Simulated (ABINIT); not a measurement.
# BeInCl3 (Pm-3m): third-order response, part 2 of 3

Wanted: vibrational spectra of BeInCl3 (Pm-3m) from linear and non-linear response.

ABINIT 10.8.3; DFT LDA, scalar-relativistic, plane waves, HGH norm-conserving pseudopotentials.

So far. Step 4 (Relaxing the cell and atoms): The volume changes by +0.0 % in this run and stands +7.3 % from the first cell. Step 5 (Self-consistent run for the response): The cell stands at -0.36 GPa: the relaxation ran with a smoothed and higher cutoff and on another k mesh. The relaxed cell has a = 4.534 Å (conventional setting).

The structure was built from a prototype and need not be the compound's stable phase.

## Step 7: Linear response at Γ

The derivative of the wavefunctions by k comes first, since the response to a field is built on it; then the field and the displacements that symmetry doesn't supply are solved at q = 0. By the 2n+1 theorem the first-order wavefunctions also give third derivatives: Raman tensors and the non-linear susceptibility.

It reads the wavefunctions written in step 5.

dfpt_gamma.abi

```
ndtset 3

# common to the responses
getwfk_filepath "gso_WFK"
kptopt 2
nqpt 1
qpt 0.0 0.0 0.0
asr 0
chneut 0

# d/dk
rfelfd1 2
rfdir1 1 1 1
iscf1 -3
tolwfr1 1.0d-20

# displacements, field
rfphon2 1
rfatpol2 1 5
rfdir2 1 1 1
rfelfd2 3
getddk2 1
tolvrs2 1.0d-10
prepanl2 1
prtden2 1

# third order
optdriver3 5
getden_filepath3 "gso_DEN"
get1den3 2
get1wf3 2
getddk3 1
d3e_pert1_elfd3 1
d3e_pert1_phon3 1
d3e_pert1_atpol3 1 5
d3e_pert1_dir3 1 1 1
d3e_pert2_elfd3 1
d3e_pert2_dir3 1 1 1
d3e_pert3_elfd3 1
d3e_pert3_dir3 1 1 1
usepead3 1
tolvrs3 1.0d-10

# basis, mesh and filling
ecut 40.0
ixc 7
ngkpt 4 4 4
nshiftk 1
shiftk 0.5 0.5 0.5
istwfk *1
occopt 1
nband 13
nstep 100
diemac 9.0
prtebands 0
prtgsr 0

# cell and atoms
acell 8.568548509 8.568548509 8.568548509
rprim 
    1.0 0.0 0.0
    0.0 1.0 0.0
    0.0 0.0 1.0
ntypat 3
znucl 49 4 17
natom 5
typat 1 2 3 3 3
xred 
    0.0 0.0 0.0
    0.5 0.5 0.5
    0.5 0.5 0.0
    0.5 0.0 0.5
    0.0 0.5 0.5
pp_dirpath "./pseudo"
pseudos "In.hgh, Be.hgh, Cl.hgh"
```

The run is started by

```bash
OMP_NUM_THREADS=1 mpirun -n 4 abinit dfpt_gamma.abi > dfpt_gamma.log
```

Numbers of over 12 decimals in the logs are rounded to 6 here.

dfpt_gamma.abo, the main output file:

```text
[banners, grids, parts of the stress and lines that vanish by symmetry left out]
- input  file    -> dfpt_gamma.abi
- output file    -> dfpt_gamma.abo
- root for input  files -> dfpt_gammai
[...]
DATASET    1 : space group Pm -3 m (#221); Bravais cP (primitive cubic)
[...]
nfft =      125000          nkpt =          32
[...]
DATASET    2 : space group Pm -3 m (#221); Bravais cP (primitive cubic)
[...]
nfft =      125000          nkpt =          32
[...]
DATASET    3 : space group Pm -3 m (#221); Bravais cP (primitive cubic)
[...]
mpw =        7625          nfft =      125000          nkpt =          32
[...]
== DATASET  1 ==================================================================
[...]
cutoff_energies: {ecut:  40.0, pawecutdg:  -1.0, }
[...]
Exchange-correlation functional for the present dataset will be:
  LDA: Perdew-Wang 92 LSD fit to Ceperley-Alder data - ixc=7
[...]
- 17.00000   7.00000     10605                znucl, zion, pspdat
[...]
Perturbation : derivative vs k along direction   1
[...]
-ETOT  1  -13.086349486632     -1.309E+01 4.460E-02 0.000E+00
 ETOT  2  -13.114327140929     -2.798E-02 6.061E-04 0.000E+00
 ETOT  3  -13.114544397488     -2.173E-04 6.003E-06 0.000E+00
 ETOT  4  -13.114547046718     -2.649E-06 8.590E-08 0.000E+00
 ETOT  5  -13.114547086908     -4.019E-08 1.663E-09 0.000E+00
[...]
At SCF step   12   max residual=  9.81E-21 < tolwfr=  1.00E-20 =>converged.
[...]
Perturbation : derivative vs k along direction   2
[...]
-ETOT  1  -13.086020736592     -1.309E+01 4.460E-02 0.000E+00
[...]
At SCF step   12   max residual=  9.81E-21 < tolwfr=  1.00E-20 =>converged.
[...]
Perturbation : derivative vs k along direction   3
[...]
-ETOT  1  -13.086349296185     -1.309E+01 4.460E-02 0.000E+00
[...]
At SCF step   12   max residual=  9.81E-21 < tolwfr=  1.00E-20 =>converged.
[...]
1        1       1.3393468269    0.0000000000
     1        2       0.0000000000    0.0000000000
     1        3       0.0000000000    0.0000000000
     2        1       0.0000000000    0.0000000000
     2        2       1.3393468269    0.0000000000
     2        3       0.0000000000    0.0000000000
     3        1       0.0000000000    0.0000000000
     3        2       0.0000000000    0.0000000000
     3        3       1.3393468269   -0.0000000000
[...]
== DATASET  2 ==================================================================
[...]
cutoff_energies: {ecut:  40.0, pawecutdg:  -1.0, }
[...]
Exchange-correlation functional for the present dataset will be:
  LDA: Perdew-Wang 92 LSD fit to Ceperley-Alder data - ixc=7
[...]
Perturbation : displacement of atom   1   along direction   1
[...]
-ETOT  1   10.711434846408     -3.312E+01 1.467E-01 6.359E+04
[...]
At SCF step   10       vres2   =  2.07E-11 < tolvrs=  1.00E-10 =>converged.
[...]
Perturbation : displacement of atom   2   along direction   1
[...]
-ETOT  1   16.838183471054     -3.363E+01 2.025E-01 1.004E+05
[...]
At SCF step   11       vres2   =  7.71E-11 < tolvrs=  1.00E-10 =>converged.
[...]
Perturbation : displacement of atom   3   along direction   1
[...]
-ETOT  1   545.59147340008     -3.373E+02 3.628E+00 2.503E+06
[...]
At SCF step   11       vres2   =  2.27E-11 < tolvrs=  1.00E-10 =>converged.
[...]
Perturbation : displacement of atom   3   along direction   3
[...]
-ETOT  1   672.92695989575     -2.095E+02 5.791E+00 3.062E+06
[...]
At SCF step   11       vres2   =  2.70E-11 < tolvrs=  1.00E-10 =>converged.
[...]
Perturbation : homogeneous electric field along direction   1
[...]
-ETOT  1  -125.36544501383     -1.254E+02 1.628E+00 2.267E+04
[...]
At SCF step   10       vres2   =  2.41E-11 < tolvrs=  1.00E-10 =>converged.
[...]
Perturbation : homogeneous electric field along direction   2
[...]
-ETOT  1  -125.34748936429     -1.253E+02 1.628E+00 2.266E+04
[...]
At SCF step   10       vres2   =  7.68E-12 < tolvrs=  1.00E-10 =>converged.
[...]
Perturbation : homogeneous electric field along direction   3
[...]
-ETOT  1  -125.36543259195     -1.254E+02 1.628E+00 2.267E+04
[...]
ETOT  9  -134.04837117867     -3.084E-11 8.339E-14 6.151E-10
 ETOT 10  -134.04837117867      2.842E-14 9.979E-16 2.464E-11
 At SCF step   10       vres2   =  2.46E-11 < tolvrs=  1.00E-10 =>converged.
[...]
Dielectric tensor, in cartesian coordinates,
[...]
1    7   1    7         5.9797140868        -0.0000000000
   1    7   2    7        -0.0000000000        -0.0000000000
   1    7   3    7        -0.0000000000        -0.0000000000
   2    7   1    7        -0.0000000000        -0.0000000000
   2    7   2    7         5.9797140868        -0.0000000000
   2    7   3    7        -0.0000000000        -0.0000000000
   3    7   1    7        -0.0000000000        -0.0000000000
   3    7   2    7        -0.0000000000        -0.0000000000
   3    7   3    7         5.9797140868        -0.0000000000
  Effective charges, in cartesian coordinates,
[...]
1    1   1    7         2.5115171010         0.0000000000
   2    1   1    7         0.0000000000         0.0000000000
   3    1   1    7         0.0000000000         0.0000000000
   1    2   1    7         2.8109554372         0.0000000000
   2    2   1    7         0.0000000000         0.0000000000
[...]
Effective charges, in cartesian coordinates,
[...]
2    7   1    5         0.0000000000         0.0000000000
   3    7   1    5         0.0000000000         0.0000000000
   1    7   2    5         0.0000000000         0.0000000000
   2    7   2    5        -1.4177466345         0.0000000000
   3    7   2    5         0.0000000000         0.0000000000
   1    7   3    5         0.0000000000         0.0000000000
   2    7   3    5         0.0000000000         0.0000000000
   3    7   3    5        -1.4177466345         0.0000000000
  Phonon wavevector (reduced coordinates) :  0.00000  0.00000  0.00000
 Phonon energies in Hartree :
[...]
Phonon frequencies in cm-1    :
- -2.868232E+02 -2.868232E+02 -2.868232E+02  4.797277E+00  4.797277E+00
-  4.797277E+00  5.914594E+01  5.914594E+01  5.914594E+01  1.472347E+02
-  1.472347E+02  1.472347E+02  2.246687E+02  2.246687E+02  2.246687E+02
  Phonon at Gamma, with non-analyticity in the
[...]
Phonon energies in Hartree :
[...]
Phonon frequencies in cm-1    :
- -2.868232E+02 -2.868232E+02 -1.158789E+02  4.797277E+00  4.797277E+00
-  4.844945E+00  5.914594E+01  5.914594E+01  1.472347E+02  1.472347E+02
-  1.472347E+02  2.021988E+02  2.246687E+02  2.246687E+02  2.272979E+02
  Phonon at Gamma, with non-analyticity in the
[...]
Phonon energies in Hartree :
[...]
Phonon frequencies in cm-1    :
- -2.868232E+02 -2.868232E+02 -1.158789E+02  4.797277E+00  4.797277E+00
-  4.844945E+00  5.914594E+01  5.914594E+01  1.472347E+02  1.472347E+02
-  1.472347E+02  2.021988E+02  2.246687E+02  2.246687E+02  2.272979E+02
  Phonon at Gamma, with non-analyticity in the
[...]
Phonon energies in Hartree :
[...]
Phonon frequencies in cm-1    :
- -2.868232E+02 -2.868232E+02 -1.158789E+02  4.797277E+00  4.797277E+00
-  4.844945E+00  5.914594E+01  5.914594E+01  1.472347E+02  1.472347E+02
-  1.472347E+02  2.021988E+02  2.246687E+02  2.246687E+02  2.272979E+02
[...]
== DATASET  3 ==================================================================
[...]
cutoff_energies: {ecut:  40.0, pawecutdg:  -1.0, }
[...]
Exchange-correlation functional for the present dataset will be:
  LDA: Perdew-Wang 92 LSD fit to Ceperley-Alder data - ixc=7
[...]
1          1       -0.000000000       -0.000000000       -0.000000000
[...]
1          2       -0.000000000       -0.000000000       -0.000000000
[...]
1          3       -0.000000000       -0.000000000       -0.000000000
[...]
2          1       -0.000000000       -0.000000000       -0.000000000
[...]
2          2       -0.000000000       -0.000000000       -0.000000000
[...]
2          3       -0.000000000       -0.000000000       -0.000000000
[...]
3          1       -0.000000000       -0.000000000       -0.000000000
[...]
3          2       -0.000000000       -0.000000000       -0.000000000
[...]
3          3       -0.000000000       -0.000000000       -0.000000000
[...]
4          1       -0.000000000       -0.000000000       -0.000000000
[...]
4          2       -0.000000000       -0.000000000       -0.000000000
[...]
4          3       -0.000000000       -0.000000000       -0.000000000
[...]
5          1       -0.000000000       -0.000000000       -0.000000000
[...]
5          2       -0.000000000       -0.000000000       -0.000000000
[...]
5          3       -0.000000000       -0.000000000       -0.000000000
[...]
strten2     0.0000000000E+00  0.0000000000E+00  0.0000000000E+00
           strten3     0.0000000000E+00  0.0000000000E+00  0.0000000000E+00
================================================================================
```

Run time: 4.4 min. Hardware: 4 MPI ranks of Arm Neoverse V1, shared host.

Read from the output:

* miss of the charge sum rule: 0.01905 e
* largest acoustic frequency at the zone centre before the sum rule: 4.8 cm⁻¹
* highest optical zone-centre mode (no LO-TO term): 224.7 cm⁻¹
* lowest optical zone-centre mode: -286.8 cm⁻¹
* mean high-frequency dielectric constant: 5.980
* largest Born charge in size (third of the trace): 2.811 e

Born charge (rows field, columns displacement), before the sum rule (e), principal values of the symmetric part by kind of site:

| atom | atoms with these values | low | middle | high | mean |
| --- | --- | --- | --- | --- | --- |
| In1 | 1 | 2.51 | 2.51 | 2.51 | 2.51 |
| Be2 | 1 | 2.81 | 2.81 | 2.81 | 2.81 |
| Cl3 | 3 | -2.47 | -1.42 | -1.42 | -1.77 |

In full for Cl3:

```
-1.42  0.00  0.00
 0.00 -1.42  0.00
 0.00  0.00 -2.47
```

High-frequency dielectric tensor:

```
5.98 0.00 0.00
0.00 5.98 0.00
0.00 0.00 5.98
```

The acoustic modes at Γ come out as far as 4.8 cm⁻¹ from zero, where they should vanish, a small numerical error; the Born charges miss their sum rule by 0.019 e, which is good. The lowest optical mode is imaginary, 287i cm⁻¹, an instability at this level and on this k mesh.

## Step 8: Modes with the sum rule

anaddb reads the merged derivatives, imposes the acoustic sum rule and charge neutrality, and adds the LO-TO term along chosen directions.

anaddb.abi

```
ddb_filepath "gamma_DDB"
output_file "anaddb.abo"
outdata_prefix "anaddb"
asr 1
chneut 1
enunit 2
eivec 1
nph1l 1
qph1l 0.0 0.0 0.0 1.0
dieflag 2
nph2l 3
qph2l 
    1.0 0.0 0.0 0.0
    0.0 0.0 1.0 0.0
    1.0 1.0 1.0 0.0
nlflag 1
ramansr 1
alphon 1
prtmbm 1
```

mrgddb.in

```
gamma_DDB
merged
3
dfpt_gammao_DS2_DDB
dfpt_gammao_DS3_DDB
gso_DDB
```

The run is started by

```bash
mrgddb < mrgddb.in > mrgddb.log
OMP_NUM_THREADS=1 anaddb anaddb.abi > anaddb.log
```

anaddb.abo, the main output file:

```text
[banners, grids, parts of the stress and lines that vanish by symmetry left out]
-outvars_anaddb: echo values of input variables ----------------------

 Flags :
[...]
Dielectric Tensor and Effective Charges
[...]
Effective charge tensors after
[...]
1          1       -0.000000000       -0.000000000       -0.000000000
[...]
1          2       -0.000000000       -0.000000000       -0.000000000
[...]
1          3       -0.000000000       -0.000000000       -0.000000000
[...]
2          1       -0.000000000       -0.000000000       -0.000000000
[...]
2          2       -0.000000000       -0.000000000       -0.000000000
[...]
2          3       -0.000000000       -0.000000000       -0.000000000
[...]
3          1       -0.000000000       -0.000000000       -0.000000000
[...]
3          2       -0.000000000       -0.000000000       -0.000000000
[...]
3          3       -0.000000000       -0.000000000       -0.000000000
[...]
4          1       -0.000000000       -0.000000000       -0.000000000
[...]
4          2       -0.000000000       -0.000000000       -0.000000000
[...]
4          3       -0.000000000       -0.000000000       -0.000000000
[...]
5          1       -0.000000000       -0.000000000       -0.000000000
[...]
5          2       -0.000000000       -0.000000000       -0.000000000
[...]
5          3       -0.000000000       -0.000000000       -0.000000000
[...]
Phonon wavevector (reduced coordinates) :  0.00000  0.00000  0.00000
 Phonon energies in Hartree :
[...]
Phonon energies in meV     :
- -3.557042E+01 -3.557042E+01 -3.557042E+01  0.000000E+00  0.000000E+00
-  0.000000E+00  7.308823E+00  7.308823E+00  7.308824E+00  1.823216E+01
-  1.823216E+01  1.823216E+01  2.784414E+01  2.784414E+01  2.784414E+01
 Phonon frequencies in cm-1    :
- -2.868948E+02 -2.868948E+02 -2.868948E+02  0.000000E+00  0.000000E+00
-  0.000000E+00  5.894964E+01  5.894964E+01  5.894964E+01  1.470523E+02
-  1.470523E+02  1.470523E+02  2.245781E+02  2.245781E+02  2.245781E+02
 Phonon frequencies in Thz     :
- -8.600889E+00 -8.600889E+00 -8.600889E+00  0.000000E+00  0.000000E+00
-  0.000000E+00  1.767266E+00  1.767266E+00  1.767266E+00  4.408516E+00
-  4.408516E+00  4.408516E+00  6.732682E+00  6.732682E+00  6.732682E+00
 Phonon energies in Kelvin  :
- -4.127776E+02 -4.127776E+02 -4.127776E+02  0.000000E+00  0.000000E+00
-  0.000000E+00  8.481537E+01  8.481537E+01  8.481537E+01  2.115754E+02
-  2.115754E+02  2.115754E+02  3.231178E+02  3.231178E+02  3.231178E+02
[...]
-  1  0.00000000E+00  0.00000000E+00  5.39536296E-05
-     0.00000000E+00  0.00000000E+00  0.00000000E+00
-  2  0.00000000E+00  0.00000000E+00  7.32445518E-03
-     0.00000000E+00  0.00000000E+00  0.00000000E+00
-  3  0.00000000E+00  0.00000000E+00 -1.22301357E-03
-     0.00000000E+00  0.00000000E+00  0.00000000E+00
-  4  0.00000000E+00  0.00000000E+00 -4.06811507E-04
-     0.00000000E+00  0.00000000E+00  0.00000000E+00
-  5  0.00000000E+00  0.00000000E+00 -4.06811507E-04
-     0.00000000E+00  0.00000000E+00  0.00000000E+00
[...]
-  1  0.00000000E+00 -5.39536296E-05  0.00000000E+00
-     0.00000000E+00  0.00000000E+00  0.00000000E+00
-  2  3.52713321E-07 -7.32445517E-03  0.00000000E+00
-     0.00000000E+00  0.00000000E+00  0.00000000E+00
-  3  0.00000000E+00  4.06811507E-04  0.00000000E+00
-     0.00000000E+00  0.00000000E+00  0.00000000E+00
-  4  0.00000000E+00  1.22301357E-03  0.00000000E+00
-     0.00000000E+00  0.00000000E+00  0.00000000E+00
-  5  0.00000000E+00  4.06811507E-04  0.00000000E+00
-     0.00000000E+00  0.00000000E+00  0.00000000E+00
[...]
-  1  5.39536296E-05  0.00000000E+00  0.00000000E+00
-     0.00000000E+00  0.00000000E+00  0.00000000E+00
-  2  7.32445517E-03  3.52713321E-07  0.00000000E+00
-     0.00000000E+00  0.00000000E+00  0.00000000E+00
-  3 -4.06811507E-04  0.00000000E+00  0.00000000E+00
-     0.00000000E+00  0.00000000E+00  0.00000000E+00
-  4 -4.06811507E-04  0.00000000E+00  0.00000000E+00
-     0.00000000E+00  0.00000000E+00  0.00000000E+00
[...]
-  4 -1.69788375E-03  1.53321100E-07  0.00000000E+00
[...]
-  5  3.05018428E-03  0.00000000E+00  0.00000000E+00
[...]
-         0.000000000       0.000000000       0.000000000
-         0.000000000       0.000000000       0.000000000
-         0.000000000       0.000000000       0.000000000
[...]
-         0.000000000       0.000000000       0.000000000
-         0.000000000       0.000000000       0.000000000
-         0.000000000       0.000000000       0.000000000
[...]
Phonon at Gamma, with non-analyticity in the
[...]
Phonon energies in Hartree :
[...]
Phonon energies in meV     :
- -3.557042E+01 -3.557042E+01 -1.443742E+01  0.000000E+00  0.000000E+00
-  0.000000E+00  7.308823E+00  7.308823E+00  1.823216E+01  1.823216E+01
-  1.823216E+01  2.505730E+01  2.784414E+01  2.784414E+01  2.816585E+01
 Phonon frequencies in cm-1    :
- -2.868948E+02 -2.868948E+02 -1.164456E+02  0.000000E+00  0.000000E+00
[...]
Phonon frequencies in Thz     :
[...]
Phonon energies in Kelvin  :
[...]
-  1  0.00000000E+00  0.00000000E+00  5.39536296E-05
[...]
-  2  0.00000000E+00  0.00000000E+00  7.32445518E-03
[...]
-  3  0.00000000E+00  0.00000000E+00 -1.22301357E-03
[...]
-  4  0.00000000E+00  0.00000000E+00 -4.06811507E-04
[...]
Phonon at Gamma, with non-analyticity in the
[...]
Phonon energies in Hartree :
[...]
Phonon energies in meV     :
[...]
Phonon frequencies in cm-1    :
[...]
Phonon frequencies in Thz     :
[...]
Phonon energies in Kelvin  :
[...]
Phonon at Gamma, with non-analyticity in the
[...]
Phonon energies in Hartree :
[...]
Phonon energies in meV     :
[...]
Phonon frequencies in cm-1    :
[...]
Phonon frequencies in Thz     :
[...]
Phonon energies in Kelvin  :
[...]
-  0.000000E+00  8.481537E+01  8.481537E+01  2.115754E+02  2.115754E+02
-  2.115754E+02  2.907779E+02  3.231178E+02  3.231178E+02  3.268511E+02
[...]
-  4 -1.37368785E-03 -1.52434397E-03  5.25162435E-04
[...]
-  5  2.46777852E-03  8.48525411E-04  5.25162435E-04
[...]
-         0.000000000       0.000000000       0.000000000
-         0.000000000       0.000000000       0.000000000
[...]
Spherical averages : G0=     0.000000000    G1=     0.000000000    G2=     0.000000000

-
```

It took 1.5 s on 1 thread.

Read from the output:

```
highest optical zone-centre mode (no LO-TO term) : 224.6 cm⁻¹
lowest optical zone-centre mode                  : -286.9 cm⁻¹
highest mode moved by the LO-TO term             : 227.2 cm⁻¹
```

No LO-TO term; unit eigenvectors of the mass-weighted matrix, from anaddb's displacements. Modes at Γ, with each element's share of the kinetic energy (negative means imaginary):

| mode | frequency (cm⁻¹) | symmetry | In % | Be % | Cl % |
| --- | --- | --- | --- | --- | --- |
| 1 | -286.9 | T1u | 0 | 88 | 12 |
| 2 | -286.9 | T1u | 0 | 88 | 12 |
| 3 | -286.9 | T1u | 0 | 88 | 12 |
| 4 | 0.0 | acoustic | 50 | 4 | 46 |
| 5 | 0.0 | acoustic | 50 | 4 | 46 |
| 6 | 0.0 | acoustic | 50 | 4 | 46 |
| 7 | 58.9 | T1u | 50 | 5 | 45 |
| 8 | 58.9 | T1u | 50 | 5 | 45 |
| 9 | 58.9 | T1u | 50 | 5 | 45 |
| 10 | 147.1 | T2u | 0 | 0 | 100 |
| 11 | 147.1 | T2u | 0 | 0 | 100 |
| 12 | 147.1 | T2u | 0 | 0 | 100 |
| 13 | 224.6 | T1u | 0 | 3 | 97 |
| 14 | 224.6 | T1u | 0 | 3 | 97 |
| 15 | 224.6 | T1u | 0 | 3 | 97 |

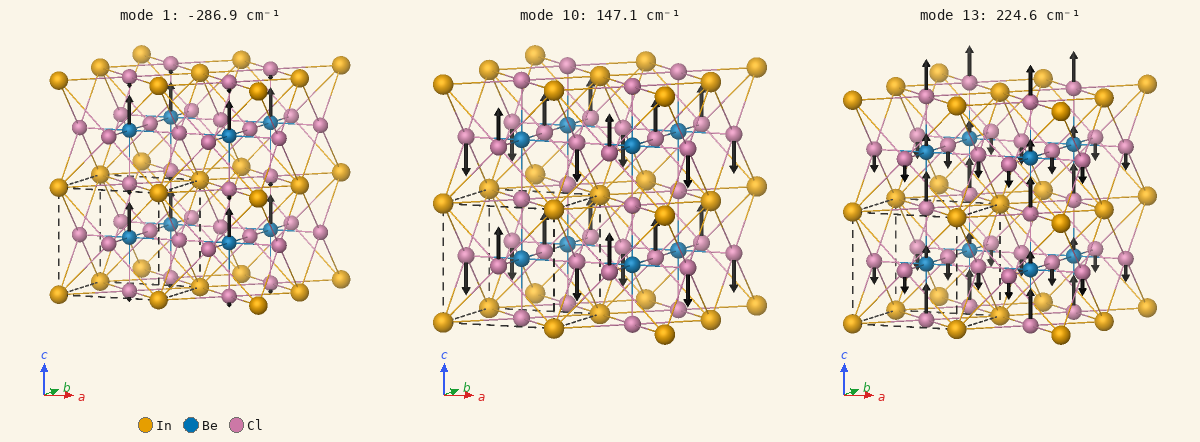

Displacement patterns of modes 1, 10 and 13 at Γ; arrows are exaggerated. 2×2×2 cells are drawn. Some periodic images of atoms are drawn too.

With imaginary modes the relaxed-ion tensors have no meaning and are not tabulated.

The rule moves no optical mode by more than 0.3 cm⁻¹.

(Continued in part 3 of 3.)

[Host names and launcher messages were left out of these logs when they were recorded.]

[Logs are printed without paths, hosts, clocks, repeated set-up lines and the standing remarks that a program may print on its own settings, such as how far it seeks lower states.]

[Hosts, paths, dates, database ids (printed as entryN), source tags and the programs' standing remarks are cut or masked in the printed files.]
